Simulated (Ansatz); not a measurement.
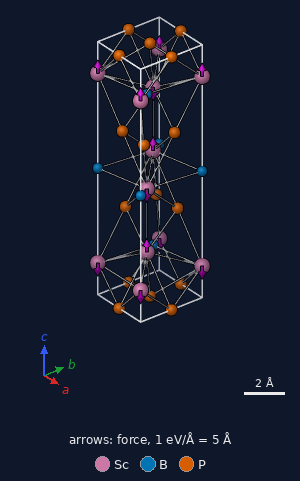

Starting geometry of a crystal of Sc2BP3 (a generated structure, set up in R-3m) (coarse preliminary run) with the computed forces as purple arrows. Style: ball-and-stick. Shown: the conventional cell (3 times the calculation's cell), slightly off an axis. Lengths and directions refer to the drawn axes.

The calculation used Ansatz 0.2.0, DFT PBE, scalar-relativistic, plane waves, PAW. Set-up: plane-wave cutoff 420 eV; k-point mesh 6 × 6 × 6; occupations gaussian; smearing width 0.1 eV; no spin polarisation; cell and atoms relaxed; force threshold 0.04 eV/Å; at most 70 steps.

Q: Is this structure relaxed? If not, where do the atoms go?

A: It isn't relaxed: the largest force vector, on Sc atoms, is 0.15 eV/Å. Measured relative to the changing cell, the final displacements run against the starting forces (cosine between the two patterns −1.00). The largest moves relative to the cell, 0.11 Å, are those of Sc atoms. P and B stay in place. The drawn cell changes as follows: a = b 5.275 → 5.365 Å (+1.7 %), c 13.270 → 10.539 Å (−20.6 %); the volume changes by −17.9 %. Among the contacts that change: P–Sc 3.156 → 2.594 Å, Sc–Sc 3.318 → 2.865 Å, B–P 2.685 → 2.342 Å, Sc–Sc 3.240 → 3.164 Å. Among the angles between lasting bonds that change: Sc–P–Sc 64.3° → 56.2°, Sc–P–Sc 115.7° → 123.8°, Sc–P–Sc 117.8° → 112.2°. The space group stays R-3m (No. 166). Over 7 accepted moves (8 points after the start) the energy falls by 299 meV per atom. Largest force component: 0.15 eV/Å at the start, 0.0019 eV/Å at the end. Pressure: −11.95 GPa at the start and −0.02 GPa at the end. At 1 point the geometry stayed and the basis and grid were re-selected for the new cell (energy shift of 0.3 meV per atom at most each time).
